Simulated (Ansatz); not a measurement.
BF2H3Si···HF

```xyz
9

B    -0.7102    0.0898   -0.7280
F     1.6904    1.2440   -0.8982
F    -0.7371   -0.5152   -1.8988
F    -1.1064    1.3586   -0.7271
H     1.2820    2.0707   -0.9436
Si   -0.1896   -0.8765    0.9802
H     0.2212    0.0982    2.0229
H    -1.3667   -1.6396    1.4799
H     0.9166   -1.8299    0.7129
```

The product side of a reaction path; geometry: PBE0-D4/def2-TZVP.

Method: RKS PBE0-D4/def2-TZVPP in Ansatz.

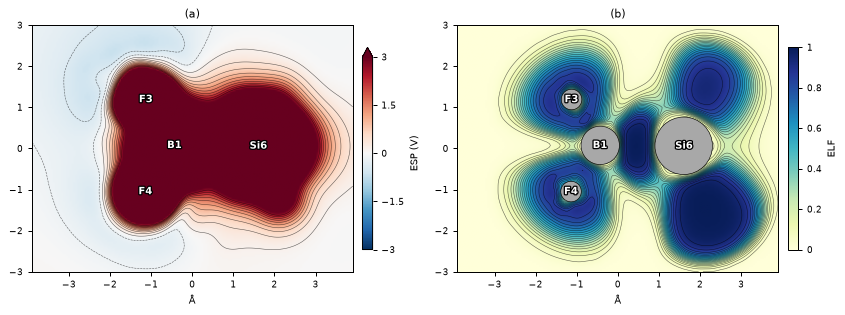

Figure 1. (a) electrostatic potential; (b) ELF on the plane of atoms F4, B1 and Si6. Grey discs cover the atomic cores in the ELF map.

> Read the bonding off the picture.

Atoms in the plane: B, F and Si.
B–F (1.32 Å): the ELF peaks at about 0.85 between the atoms (a polar covalent bond).
Si–B (2.03 Å): the ELF peaks at about 1 between the atoms (a shared electron pair).
The ELF also peaks beside F4 and F3, away from the bonds: lone-pair regions.
Outside the dense part of the complex the potential is most negative (−0.7 V) near F3.

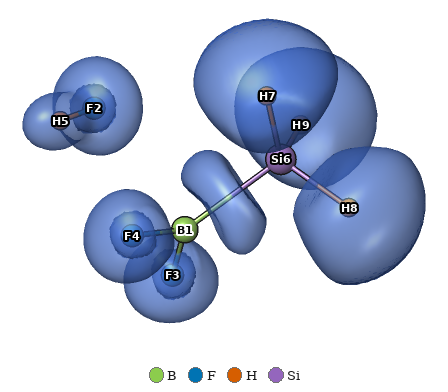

Figure 2. Isosurface of the electron localisation function at 0.75 (blue), seen across its widest extent. Core shells and regions of very low density are left out.

> Identify the bonds, lone pairs and shells in this picture.

The ELF exceeds this value in one region between bonded B–Si atoms (shared pairs), three regions around hydrogen nuclei, two regions on F in which the atom's valence shell and bonds are merged and one joined region spread over several atoms (F, H), in which their bonds and any lone pairs are merged. Profiles from the grid: B1···F2 (2.67 Å): the ELF dips to about 0.05 between them.

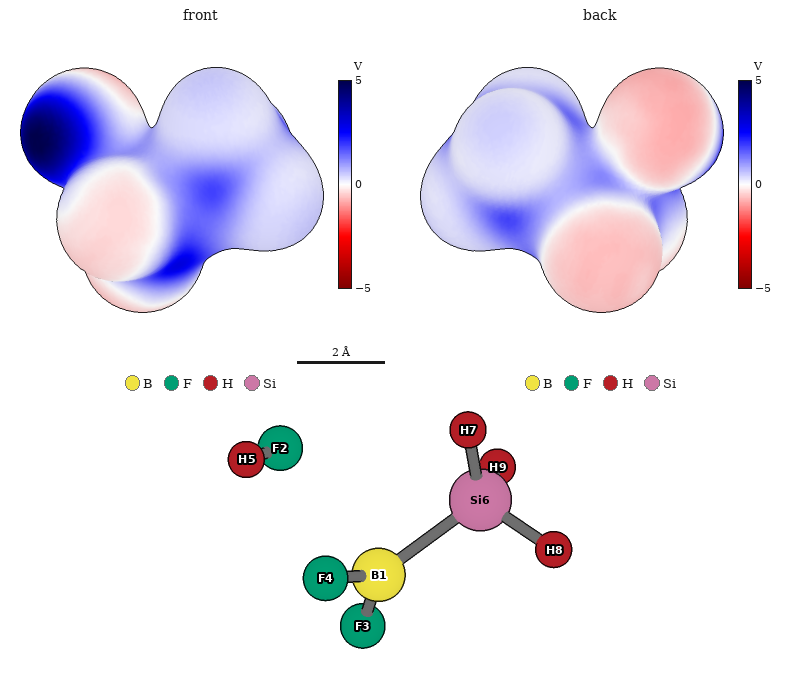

Figure 3. The molecular electrostatic potential painted on the density surface at 0.004 e/bohr³, seen from the front and from behind; the colour scale runs from red (negative) to blue (positive). The bare structure is drawn below in the same view.

> Where is the surface potential most negative and most positive?

The most negative region (about −0.8 V, or −18 kcal/mol for a unit charge) lies over F2, the most positive (about +4.8 V, or +111 kcal/mol for a unit charge) over H5.

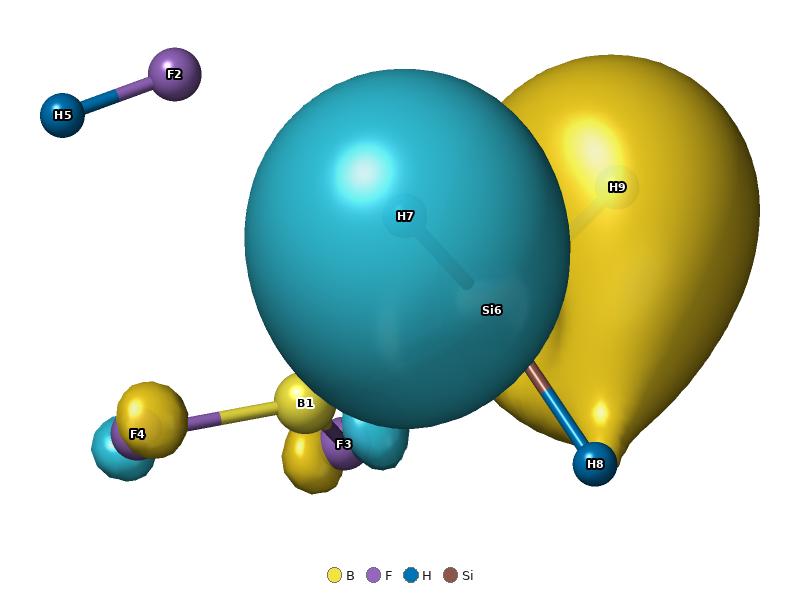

Figure 4. The HOMO−1 at ±0.1 Å⁻³ᐟ² (yellow and cyan are the two phases), seen at a tilt.

> What is the character of this orbital?

By Hirshfeld shares it lies mainly on Si6 (about 40 %), H7 (about 30 %) and H9 (about 20 %). Its energy is −9.90 eV.
